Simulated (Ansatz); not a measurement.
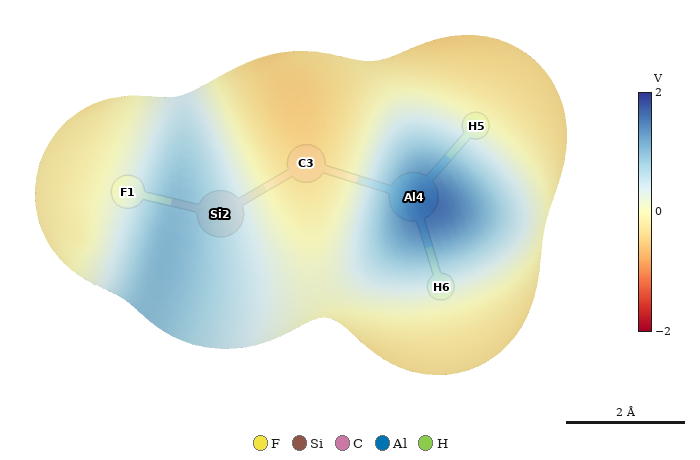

*CH2AlFSi. The molecular electrostatic potential painted on the density surface at 0.001 e/bohr³, seen across its widest extent; red is negative and blue positive.*

Method: Ansatz 0.2.0, RKS PBE/6-31G*.

Input

```
crystal:
  periodic: [false, false, false]
  atoms:
    - { symbol: F, position_ang: [1.8025, -2.42824, 0.35041] }
    - { symbol: Si, position_ang: [0.81327, -1.22553, 0.72651] }
    - { symbol: C, position_ang: [-0.22791, -0.01978, 1.36924] }
    - { symbol: Al, position_ang: [-0.6713, 0.93965, -0.2885] }
    - { symbol: H, position_ang: [-1.63368, 2.17118, -0.36523] }
    - { symbol: H, position_ang: [-0.16228, 0.64373, -1.72431] }
basis:
  gaussian: { orbitals: "6-31G*" }
hamiltonian:
  xc: pbe
relax:
  f_tol: 0.015
  max_steps: 40
output:
  orbitals: {}
```

Run with:

```sh
ansatz run input.yaml --threads 1 --pin off --max-ram 2048MiB --backend cpu --events-out ev --progress --plain --runs-dir out
```

The fields are those of the relaxed geometry.

Question: Describe the electrostatic potential map.

Answer: The most negative region (about −0.5 V) lies over C3 and H5, the most positive (about +1.6 V) over Al4.
